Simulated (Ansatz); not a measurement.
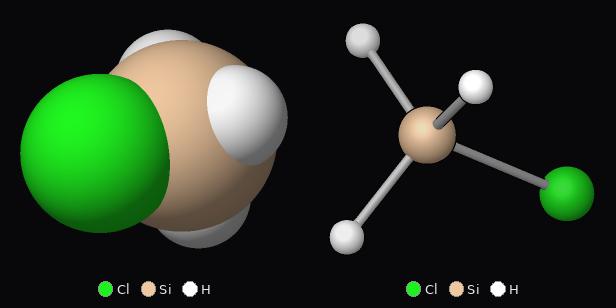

Two views of one molecule.

**What is the molecular formula?**

ClH3Si, 5 atoms: 1 chlorine, 3 hydrogen and 1 silicon.

**How many bonds of each kind are drawn?**

3 Si–H, 1 Cl–Si. Sticks follow a distance rule.

**How many atoms are distinct by symmetry?**

3: 1 Cl, 1 Si, 3 H.

More results for the same structure follow; atom numbers are the same in all pictures, views and colours differ. The computed structure is the end point of a PBE0-D4/def2-TZVP optimisation.

## Geometry

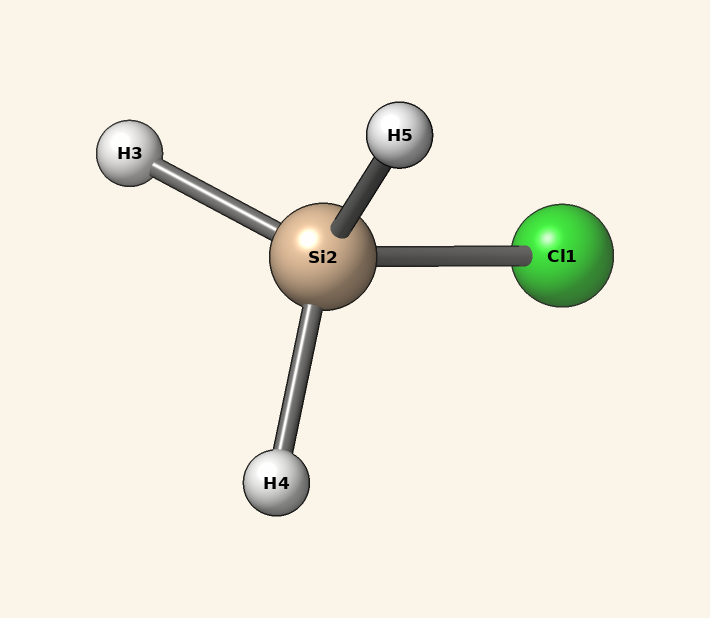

Atoms carry their numbers in the input.

**Describe the coordination of atom 2.**

Si2 has 4 neighbours (Cl1 at 2.05, H3 at 1.48, H4 at 1.48, H5 at 1.48 Å); the arrangement is tetrahedral.

## Thermal motion

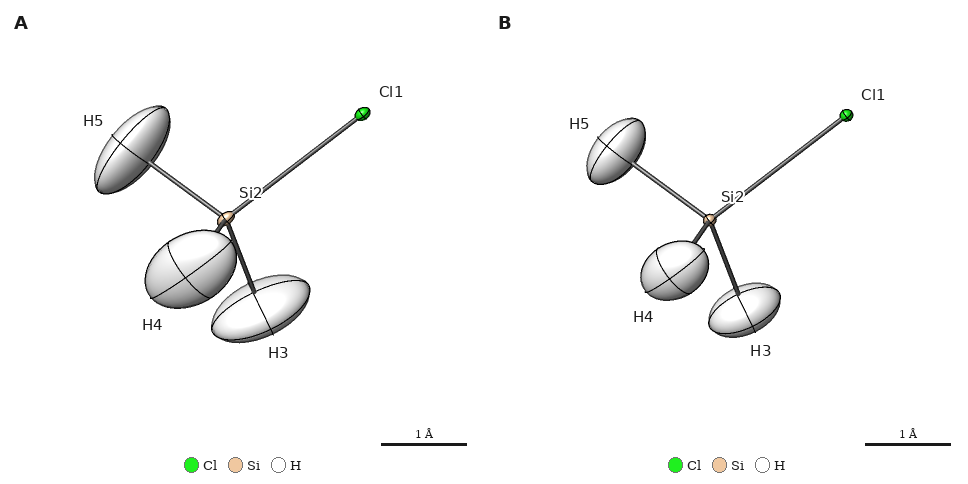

Displacement ellipsoids at the 50 % level, scaled by 2, from the internal vibrations of the free molecule (harmonic, no overall translation or rotation; no half-axis is drawn under 0.075 Å). Vibrations computed with RKS PBE0-D4/def2-TZVP (Ansatz 0.2.0). One panel is for 200 K, the other for 900 K.

**Which panel is for 900 K?**

A.

**How much does the mean-square displacement of H4 grow, and why?**

U_eq goes from 0.0133 to 0.0222 Å², a factor of 1.7. Modes below kT (626 cm⁻¹ at 900 K) grow about in proportion to T, and the lowest lies at 552 cm⁻¹; the mean-square amplitude of a mode is its zero-point value times coth(ħω/2kT), which comes close to 1 only above about 3kT.

## Dipole moment

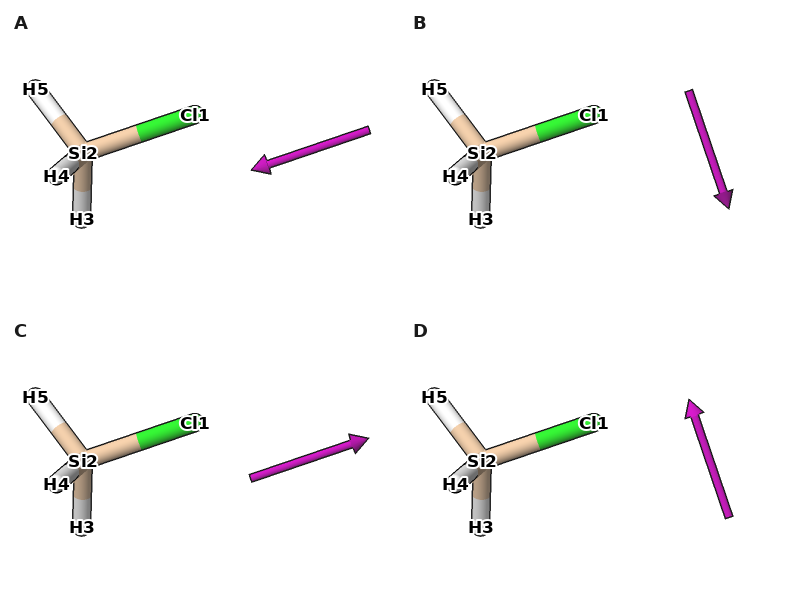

The same molecule four times, each with an arrow. Level of theory: RKS PBE0-D4/def2-TZVP (Ansatz 0.2.0).

**Which arrow points along the dipole moment, from the negative to the positive end?**

A. The dipole moment is 1.26 D; it points from the side of Cl1 to the side of H3, H4, H5 (the outermost atoms at the two ends).

## Charges

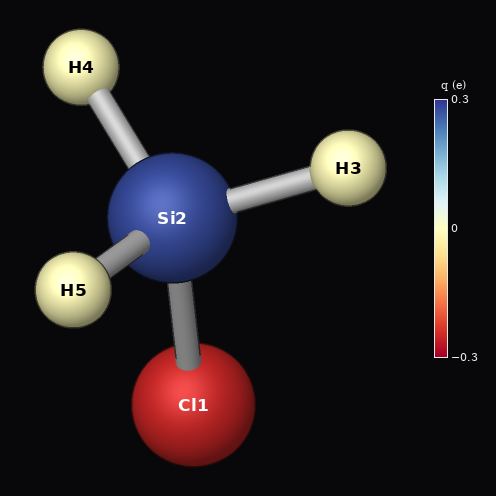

Atoms are coloured by their Mulliken charges. Properties computed with RKS PBE0-D4/def2-TZVP (Ansatz 0.2.0).

Give the Mulliken charges atom by atom.

```tsv
atom	value (e)
Cl1	−0.25
Si2	0.28
H3	−0.01
H4	−0.01
H5	−0.01
```

## Electronic properties

Level of theory: RKS PBE0-D4/def2-TZVPP (Ansatz 0.2.0).

**What is the LUMO energy (Kohn–Sham orbital)?**

−0.09 eV.

**Estimate the HOMO energy (Kohn–Sham orbital).**

−9.03 eV.

Mulliken values depend strongly on the basis set and can even reverse the polarity of a bond.
